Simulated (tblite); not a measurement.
## Run report: C$_{2}$H$_{8}$GeN$_{2}$O$_{2}$, molecular dynamics (part 2 of 2)

C$_{2}$H$_{8}$GeN$_{2}$O$_{2}$, SMILES [NH2][Ge]1([NH2])[O]CC[O]1; GFN2-xTB Langevin dynamics, gas phase (tblite 0.8.0). 

Geometry of the input (Å):
```
N  -1.7321  -1.6103  -0.3595
Ge -0.8329  -0.0858  0.0103
N  -2.0710  1.2159  0.2163
O  0.4837  0.2585  -1.1613
C  1.7429  0.0867  -0.5634
C  1.6080  0.2634  0.9643
O  0.3368  -0.1747  1.3702
H  -1.1666  -2.4475  -0.3989
H  -2.5260  -1.7815  0.2405
H  -2.7839  1.2250  -0.4987
H  -1.7054  2.1523  0.3251
H  2.4278  0.8292  -0.9797
H  2.1210  -0.9175  -0.7864
H  1.7304  1.3207  1.2246
H  2.3628  -0.3264  1.4898
```

### Trajectory as extended XYZ, continued
```
15
Properties=species:S:1:pos:R:3:forces:R:3 step=21 time_fs=525.0 energy=-660.65301 temperature=328.5
N    -2.4688   -0.8586   -0.6893    0.1310   1.5359   0.1285
Ge   -1.0830    0.1175    0.0293   -0.3348  -0.1431  -0.5928
N    -1.8434    1.7248    0.2905   -1.4809  -1.2983  -0.3664
O     0.5706    0.1350   -0.8251   -0.2822  -0.1067   0.9884
C     1.5339   -0.2797    0.1339   -0.5132   0.5353  -1.0663
C     0.9786   -1.0863    1.2335   -2.5025   0.1503   2.1544
O    -0.4133   -0.6722    1.4379    1.0370  -0.0992   0.4898
H    -2.3782   -1.8484   -0.8301   -0.0749   0.0866  -0.4587
H    -2.9565   -0.2853   -1.4027    0.4499  -1.2046   0.4952
H    -1.3664    2.5494    0.4848    0.8287   1.2238   0.4207
H    -2.8256    1.7567    0.5891    0.8779  -0.0578  -0.1902
H     2.0776    0.5351    0.5546    0.0776   1.1926   0.2709
H     2.2430   -0.8659   -0.3430    1.4848  -1.2424  -1.4386
H     1.5432   -0.9377    2.1582   -0.1380   0.4098   0.1479
H     0.8608   -2.1431    1.1788    0.4395  -0.9821  -0.9829
15
Properties=species:S:1:pos:R:3:forces:R:3 step=23 time_fs=575.0 energy=-660.57566 temperature=263.4
N    -2.5127   -0.6192   -0.8269    0.7697  -0.7371   0.3545
Ge   -1.1720    0.1762    0.1179   -1.4352   0.6942   0.6314
N    -1.8887    1.8488    0.4407   -0.6966  -1.9913  -1.7120
O     0.3269    0.3479   -0.6097    2.1775  -0.0158  -1.6753
C     1.4716   -0.2758   -0.0424   -0.4355   0.7247   1.3672
C     0.9562   -1.0810    1.2358    0.5713  -0.2997  -0.6055
O    -0.3603   -0.7820    1.3775   -2.5032  -0.3763   1.0077
H    -2.1444   -1.4268   -1.3444   -0.5969   0.5946  -0.0034
H    -3.0286    0.0409   -1.3800   -0.0094  -0.1558  -0.3707
H    -1.4921    2.4134    1.1144    0.6628   1.2370   1.5251
H    -2.9035    1.8900    0.4009    0.4086   0.0670   0.2912
H     2.0616    0.5798    0.3598    0.2527  -0.7388  -0.5143
H     1.9929   -0.9018   -0.7814   -0.1972   0.3076   0.3576
H     1.3606   -0.8471    2.2059    1.0748   0.8262   0.1709
H     1.0929   -2.1692    1.2017   -0.0433  -0.1365  -0.8246
15
Properties=species:S:1:pos:R:3:forces:R:3 step=24 time_fs=600.0 energy=-660.60711 temperature=362.7
N    -2.4367   -0.5557   -0.9095   -0.4737   1.4223   0.6121
Ge   -1.2040    0.2560    0.1457    1.7405  -0.6316  -0.3193
N    -1.8811    1.8663    0.5285    1.0028   0.4697   1.2846
O     0.4893    0.5272   -0.7304   -1.3433  -0.1297  -0.1718
C     1.5147   -0.1782   -0.1671    1.3635   0.8452   0.9811
C     1.0492   -0.9505    1.0582   -1.2396  -1.7972   1.6016
O    -0.3585   -0.8585    1.3675    0.3118   0.8222  -1.2011
H    -2.1344   -1.3780   -1.3618    0.1931  -0.7370  -0.7137
H    -2.8166    0.1585   -1.5391    0.1674  -0.7290   0.0161
H    -1.5800    2.3162    1.4324   -0.7827  -0.5864  -1.3723
H    -2.8608    1.8664    0.3374   -0.5034   0.3790   0.3975
H     2.2791    0.6215    0.2085   -0.5996  -1.3726  -0.8106
H     1.9699   -0.9742   -0.8184   -0.1845   1.1659  -0.0415
H     1.5061   -0.7487    2.0203    0.5678   0.7474   0.0045
H     1.2580   -2.0287    0.9269   -0.2200   0.1318  -0.2672
15
Properties=species:S:1:pos:R:3:forces:R:3 step=25 time_fs=625.0 energy=-660.59586 temperature=387.6
N    -2.3167   -0.5934   -0.9300    0.3125  -0.5697   1.0665
Ge   -1.1414    0.3139    0.1516   -0.9480   0.6289  -1.3606
N    -1.9137    1.9157    0.5468    0.5893  -1.0462  -0.5661
O     0.3752    0.7708   -0.6638   -1.1605   0.4787  -0.6024
C     1.4290    0.0241   -0.2797    2.3631  -0.0772   0.9461
C     1.1046   -0.9283    0.9160   -1.8169  -0.6698   0.2629
O    -0.3514   -0.7814    1.1853    2.0493  -1.1969   0.7266
H    -2.0303   -1.5545   -1.1235   -0.1270   0.3868  -0.0270
H    -2.4256   -0.0931   -1.7749   -0.2401   0.3390  -0.9636
H    -1.3735    2.3684    1.2567   -0.4240   0.5178   0.4475
H    -2.9113    1.8712    0.6349   -0.0918   0.3053   0.4852
H     2.2241    0.8375    0.0108   -0.6019  -1.8144  -0.3720
H     1.7676   -0.6769   -1.0632    0.2367   0.6672  -0.1937
H     1.5777   -0.6639    1.8387    0.4308   0.4398   0.4667
H     1.3489   -2.0470    0.7732   -0.5716   1.6109  -0.3160
15
Properties=species:S:1:pos:R:3:forces:R:3 step=27 time_fs=675.0 energy=-660.60085 temperature=470.8
N    -2.1587   -0.8505   -0.7388   -0.5394  -0.7991  -0.6607
Ge   -1.2190    0.3727    0.1340    1.6592  -0.1590   0.6539
N    -2.2036    1.7233    0.7529    1.0714   0.4967  -0.3324
O     0.2873    1.1776   -0.4874    0.2173  -0.4796  -0.2123
C     1.4416    0.3339   -0.3846   -1.8452   1.0045  -0.1223
C     1.1756   -0.8298    0.5455   -0.0225  -0.1175  -0.9197
O    -0.0457   -0.7684    1.1038   -2.8295   0.2718   0.5922
H    -1.8368   -1.8147   -0.6191   -0.0990   0.5295  -0.0659
H    -2.4031   -0.7017   -1.7103   -0.0386   0.0245   0.1728
H    -1.6128    2.5052    1.0815   -0.8939  -0.6550   0.0067
H    -3.0644    1.5503    1.2241   -0.1701   0.1629   0.3687
H     2.2315    0.9052   -0.0282    1.3782   1.3918   0.8705
H     1.7219    0.0143   -1.3434    0.1639  -0.6525  -1.5571
H     1.8155   -0.7933    1.3629    1.8456  -0.1843   1.3390
H     1.3043   -1.7238   -0.0427    0.1025  -0.8348  -0.1331
15
Properties=species:S:1:pos:R:3:forces:R:3 step=28 time_fs=700.0 energy=-660.46427 temperature=511.9
N    -2.2799   -0.9741   -0.6632    0.8514   0.2407   0.3798
Ge   -1.1970    0.3128    0.2281   -0.6400  -0.4961  -0.4122
N    -2.3905    1.6255    0.7652   -0.6618  -2.5474  -0.7014
O     0.1592    1.1868   -0.4382    1.9973   0.4458  -0.9126
C     1.4963    0.5715   -0.4023   -2.3201  -0.6100  -0.3539
C     1.2832   -0.7464    0.4822    0.3967   0.6825  -1.0994
O     0.0387   -0.7696    1.0294   -1.8703  -0.2814   0.9147
H    -1.7652   -1.8613   -0.6289   -0.3401   0.3188  -0.0702
H    -2.4310   -0.7542   -1.6377   -0.1045   0.0687  -0.0459
H    -1.9510    2.3418    1.2555    0.5047   1.3127   1.0923
H    -3.1781    1.1781    1.2666    0.6891   0.6985  -0.2908
H     2.1974    1.2229    0.0812    0.0847   0.5068   0.1891
H     1.8196    0.3854   -1.4628   -0.3249  -0.0817   0.9990
H     1.8937   -0.6552    1.3740    1.0102  -0.6335  -0.3888
H     1.3484   -1.6294   -0.1984    0.7276   0.3756   0.7003
15
Properties=species:S:1:pos:R:3:forces:R:3 step=29 time_fs=725.0 energy=-660.52524 temperature=519.8
N    -2.2724   -0.9053   -0.5293   -1.3999   1.3237  -0.7064
Ge   -1.1787    0.2134    0.3036    1.4432  -0.1225  -0.5346
N    -2.3878    1.3615    0.8535    1.2141   2.4622   1.1359
O     0.1060    1.2164   -0.6282    0.3579  -1.3443   1.0931
C     1.3974    0.7154   -0.3311    0.4032  -0.4482  -0.5489
C     1.3873   -0.6815    0.5278   -0.8376   1.3929  -0.4506
O     0.1088   -0.8947    1.1008   -0.0266   0.9657  -0.5143
H    -2.0660   -1.8347   -0.7189    0.6291  -1.6415  -0.3118
H    -2.8552   -0.5371   -1.2941    0.4697  -0.1817   0.6192
H    -2.2302    2.2207    1.4532   -0.3153  -1.5964  -0.9833
H    -3.2697    0.9520    0.9505   -1.3199  -0.3049   0.4387
H     1.9591    1.4451    0.2660   -0.2112   0.0652  -0.0885
H     1.9529    0.5971   -1.3274   -0.6374  -0.1694   1.2449
H     2.0980   -0.5507    1.3923   -0.3287  -0.5765  -1.1679
H     1.5331   -1.4816   -0.2229    0.5594   0.1757   0.7744
15
Properties=species:S:1:pos:R:3:forces:R:3 step=31 time_fs=775.0 energy=-660.65535 temperature=680.0
N    -2.3049   -1.0694   -0.3807   -1.1702   0.2807   0.0968
Ge   -1.1275   -0.0021    0.3864    0.7342   0.8067   0.2206
N    -2.1506    1.0163    1.4478   -1.0051   0.3751   0.9999
O     0.0129    0.9433   -0.7687    0.2586  -0.8360   1.1359
C     1.3266    0.8806   -0.2074   -1.2590  -0.1138   1.7116
C     1.4664   -0.5728    0.5521   -0.2480   1.3628  -0.2058
O     0.2527   -0.8140    1.2744    0.6791   0.3737  -1.2116
H    -1.9739   -1.8798   -0.8525   -0.1373  -0.3277  -0.4806
H    -3.2538   -0.7433   -0.6363    1.2100  -0.4698   0.0886
H    -1.9147    1.6705    2.2139    0.1851  -0.7550  -0.9227
H    -3.0157    0.5269    1.7233    0.6957   0.4006  -0.1995
H     1.4191    1.8181    0.4702    0.1718  -1.6818  -0.4774
H     2.0137    0.9838   -1.0066    0.7509  -0.1543  -0.7019
H     2.3253   -0.6618    1.2432   -0.4818   0.5404  -0.1025
H     1.6469   -1.3292   -0.2285   -0.3839   0.1986   0.0485
15
Properties=species:S:1:pos:R:3:forces:R:3 step=32 time_fs=800.0 energy=-660.59590 temperature=499.6
N    -2.2816   -1.2118   -0.3627    0.9516   0.2815   0.4487
Ge   -1.1434   -0.0593    0.4098    0.3140  -0.2937   0.4667
N    -1.8662    0.9067    1.7435    0.7982   0.3746   0.1125
O    -0.0967    0.8253   -0.7194    1.5887   0.4598  -0.1643
C     1.2894    0.8818   -0.2177   -2.0834  -0.6992   1.2847
C     1.4823   -0.5321    0.4736    1.4684   0.8030   0.4398
O     0.3380   -0.7878    1.2215   -0.1122  -0.3357  -0.3508
H    -2.0932   -1.7360   -1.1908    0.1101  -0.0144  -0.2366
H    -3.2374   -1.1030   -0.1612   -1.0089   0.0254   0.0621
H    -1.2959    1.6842    2.0516    0.4550  -0.2031  -0.1266
H    -2.7678    1.1962    2.0240   -1.1452  -0.3657  -0.2932
H     1.2912    1.7726    0.5060    0.4372  -1.4042  -0.6915
H     2.0234    0.9859   -0.9785    0.1286   0.3143  -0.8724
H     2.4080   -0.5249    1.1259   -0.9770   0.4103  -0.0017
H     1.7778   -1.3450   -0.2396   -0.9251   0.6472  -0.0774
15
Properties=species:S:1:pos:R:3:forces:R:3 step=33 time_fs=825.0 energy=-660.59721 temperature=464.8
N    -2.2742   -1.1954   -0.3579    0.4138   0.2707  -0.4165
Ge   -1.1199   -0.1013    0.4835    0.8103   0.2904   0.3612
N    -1.6402    0.8782    1.9136   -1.5627   2.1240  -0.0461
O    -0.1206    0.8160   -0.7347   -0.5655  -0.1015  -0.6662
C     1.1891    0.8211   -0.2641    0.0081   1.1972  -1.0920
C     1.4482   -0.4271    0.4529    1.7236  -1.9157   0.6341
O     0.3257   -0.8423    1.1704    0.4978  -0.4090   0.0715
H    -2.0671   -1.1154   -1.3665   -0.5407  -0.1725   0.6350
H    -3.2219   -0.9562   -0.1229   -0.3296  -0.1295  -0.3273
H    -0.9667    1.4685    2.4032    0.4468  -0.8071  -0.1390
H    -2.3169    1.6477    1.6715    0.2706  -1.2458   0.1128
H     1.2561    1.6959    0.3856    0.5918   0.1005   0.0946
H     1.9416    0.8213   -1.0719   -0.5089   0.7221  -0.1178
H     2.3582   -0.2790    1.0428   -0.3044   0.1250   1.0112
H     1.8466   -1.2052   -0.2381   -0.9510  -0.0486  -0.1156
15
Properties=species:S:1:pos:R:3:forces:R:3 step=35 time_fs=875.0 energy=-660.69806 temperature=368.3
N    -2.2570   -1.0324   -0.4283    0.4736   0.4879  -1.3971
Ge   -1.1107   -0.0643    0.5826    0.8257  -1.8361  -0.3739
N    -1.7666    0.7711    2.0064   -0.4179   1.1231   0.4282
O    -0.1867    0.8486   -0.5202    0.5559   0.7831  -1.0775
C     1.2075    0.8652   -0.2677   -0.3939  -1.3346  -1.0210
C     1.6060   -0.4724    0.4987   -1.6958   1.3314  -0.9980
O     0.4277   -0.9596    1.1152    0.3983   0.0254   0.0163
H    -2.2660   -0.7705   -1.4547    0.0731  -0.3930   1.6585
H    -3.1873   -1.0396   -0.0782   -0.6969  -0.0712   0.1262
H    -1.3381    0.5462    2.8881    0.0648  -0.2907   0.2202
H    -1.5640    1.7639    1.8618   -0.2877  -0.1529   0.1791
H     1.3610    1.7251    0.2931    0.7843   1.4523   1.4128
H     1.7032    1.0220   -1.2468   -0.0670  -0.5197   0.4241
H     2.3896   -0.2861    1.1886    0.4355   0.3380   1.0292
H     2.0041   -1.1327   -0.2366   -0.0521  -0.9430  -0.6271
15
Properties=species:S:1:pos:R:3:forces:R:3 step=36 time_fs=900.0 energy=-660.74601 temperature=445.0
N    -2.2495   -1.0736   -0.3624   -1.8629   0.2205   1.5147
Ge   -1.0903   -0.0993    0.5535    1.0054   1.8622   1.4377
N    -1.9343    0.7147    2.1181    0.3862  -0.9146  -1.0393
O     0.0142    1.1125   -0.4283    0.0620  -0.9152   0.1324
C     1.4104    0.8059   -0.2630   -1.8063   1.4811  -0.1711
C     1.6019   -0.4848    0.4778    1.0997  -0.4184   1.0833
O     0.4422   -0.9378    1.1067   -0.4066  -0.1690  -0.3139
H    -1.9752   -1.2335   -1.2787    0.3514  -0.4139  -1.8800
H    -3.2700   -0.8641   -0.2980    1.3421  -0.1572  -0.0415
H    -1.4978    0.2514    2.9199   -0.1385   0.5269  -0.2075
H    -1.8561    1.7306    2.1712    0.2630  -0.4650   0.0300
H     1.8154    1.6592    0.2628    0.2992   0.2485   0.4397
H     1.8715    0.7946   -1.2296    0.1422  -0.1925  -0.7475
H     2.3706   -0.2923    1.2769   -0.4693  -0.3813  -0.4602
H     2.0202   -1.2134   -0.2285   -0.2676  -0.3120   0.2233
15
Properties=species:S:1:pos:R:3:forces:R:3 step=37 time_fs=925.0 energy=-660.51707 temperature=386.9
N    -2.2747   -1.1204   -0.3265    2.4726  -1.0086  -0.3003
Ge   -1.0205   -0.1283    0.6032   -0.2438   0.5235  -2.8031
N    -1.9219    0.4786    1.9573   -0.9906   1.2802   0.4910
O     0.1130    1.2254   -0.3412   -0.2168  -0.8854   0.4596
C     1.4734    0.8300   -0.3003   -0.5519   0.8402  -0.1179
C     1.5598   -0.5652    0.4073    1.6765  -0.0860   1.0322
O     0.3680   -0.9541    1.0532    1.3201  -0.6485  -0.1278
H    -1.9293   -1.6274   -1.1642   -0.3786   0.5377   0.7438
H    -3.1237   -0.6866   -0.5261   -1.3369   0.7791  -0.3058
H    -1.5465    0.1421    2.8153    0.1926  -0.0068   0.8064
H    -1.8913    1.4963    1.9300   -0.1774  -0.1406   0.4602
H     2.0675    1.6584    0.1827   -0.5430  -0.8588   0.2566
H     1.8677    0.8566   -1.3466   -0.3445  -0.6697   0.5071
H     2.3326   -0.5500    1.2787   -0.8018   0.0408  -1.5575
H     1.8454   -1.3295   -0.3457   -0.0763   0.3032   0.4556
15
Properties=species:S:1:pos:R:3:forces:R:3 step=39 time_fs=975.0 energy=-660.68178 temperature=458.5
N    -2.2385   -1.0424   -0.2530    2.5768  -2.1529   0.0339
Ge   -0.9053   -0.1749    0.6052    0.6219  -0.3215  -1.4925
N    -1.7839    0.4115    2.0050   -0.3801  -0.5171   0.5522
O     0.0526    1.1418   -0.3346   -1.4142  -0.8750   0.7078
C     1.3684    0.7751   -0.3503    1.7420   1.9096  -1.0019
C     1.6648   -0.6327    0.1210    0.1586  -0.7039   0.2792
O     0.6067   -1.2154    0.8090   -1.6516   0.6274   0.3145
H    -2.0448   -1.7202   -0.9948    0.2252   0.3020   0.3805
H    -3.0228   -0.5766   -0.5193   -2.4165   1.7198  -0.5358
H    -1.5246   -0.0980    2.8303   -0.0748   0.2318   0.4592
H    -1.8793    1.3861    2.1428    0.1119   0.7929   0.3954
H     1.9652    1.5327    0.2222   -0.3601  -0.5339   0.3355
H     1.7389    0.9888   -1.3779   -0.1035  -0.6965   0.0434
H     2.4898   -0.6408    0.8070    0.7489   0.2315   0.4182
H     1.9049   -1.3334   -0.6606    0.2156  -0.0142  -0.8896
15
Properties=species:S:1:pos:R:3:forces:R:3 step=40 time_fs=1000.0 energy=-660.38371 temperature=395.5
N    -2.1755   -1.1307   -0.3161   -1.1314   0.8746  -0.5749
Ge   -0.9235   -0.2042    0.5997    0.4791   1.5235   0.4507
N    -1.6856    0.4935    2.2159    1.5308   2.0625  -0.9162
O     0.1141    1.0893   -0.4516   -1.3506   0.0233   0.3842
C     1.4928    0.8466   -0.3909   -1.5899   0.4620   0.1858
C     1.6924   -0.5952   -0.0283   -1.2080  -1.0667  -1.6180
O     0.5656   -1.0981    0.6397    0.2997  -0.8791   0.5912
H    -1.9337   -1.0845   -1.3108   -0.0703  -0.2780   0.2868
H    -3.1174   -0.6792   -0.2545    0.9950  -0.5819   0.0837
H    -1.9170   -0.1014    2.9958    0.3917   0.0391  -0.0495
H    -1.1329    1.4070    2.5007   -1.3288  -2.4535  -0.3597
H     1.9237    1.4685    0.3484    0.4821   0.7272   1.3942
H     1.8676    1.2536   -1.2963    0.5783  -0.4681  -1.3074
H     2.5020   -0.7366    0.5804    2.1663  -0.1170   1.8158
H     1.8761   -1.2394   -0.8971   -0.2439   0.1322  -0.3668
```

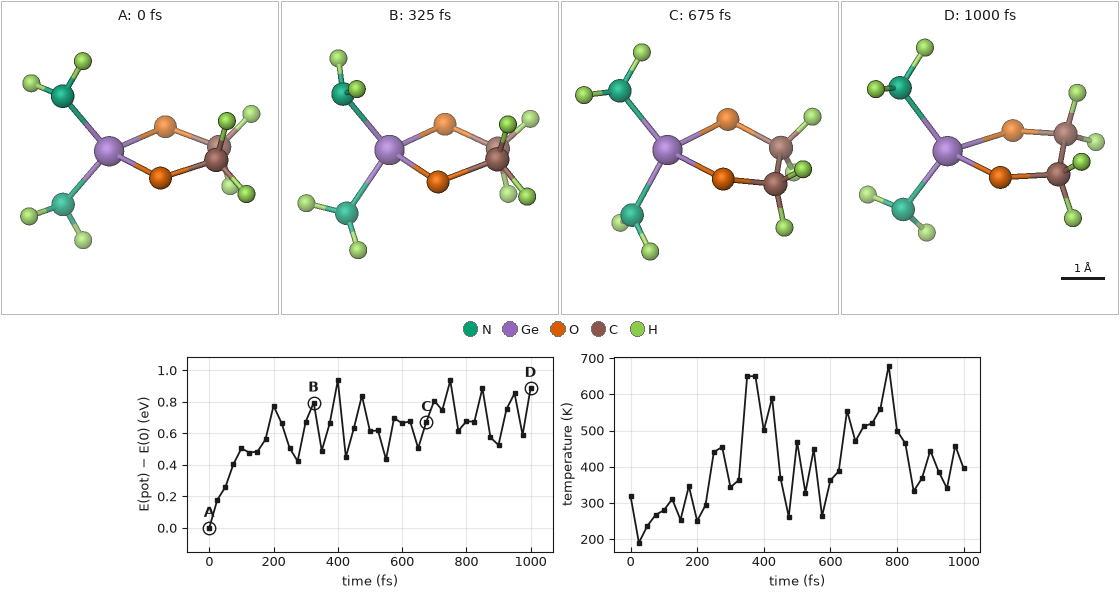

Figure 1. Frames of the molecular dynamics (ball-and-stick, seen at a tilt) above the curves, on which the letters mark them. The trajectory kept here has 41 frames over 1000 fs. The temperature starts at 319 K, ranges from 190 to 680 K and averages 440 K over the second half. The potential energy ends 0.888 eV above its first value. After an unweighted best fit of the last frame on the first, the root-mean-square displacement is 0.64 Å, and H11 has moved furthest (1.17 Å).
